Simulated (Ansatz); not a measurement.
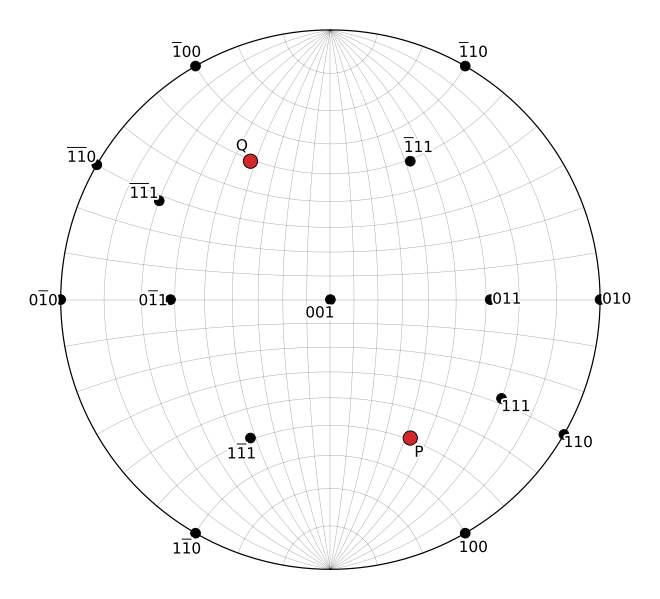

Stereographic projection of plane normals (upper hemisphere) centred on (0 0 1). Crystal: Hf, a calculation's input that goes back to an entry of the Crystallography Open Database (an earlier step may have relaxed or displaced it). All values are computed from the atomic coordinates in the standard setting (tolerance 0.002 Å).

a = 3.197 Å, b = 3.197 Å, c = 5.058 Å, α = 90.00°, β = 90.00°, γ = 120.00°.

Index the poles marked P, Q.

P is (1 0 1), in four indices (1 0 −1 1), 61.3° from the centre; Q is (−1 0 1), in four indices (−1 0 1 1), 61.3° from the centre.

What is the angle between the normals of (−1 0 0) and (−1 1 1), and what are their d_hkl = 1/|g|?

64.0°; d = 2.768 Å and 2.428 Å.
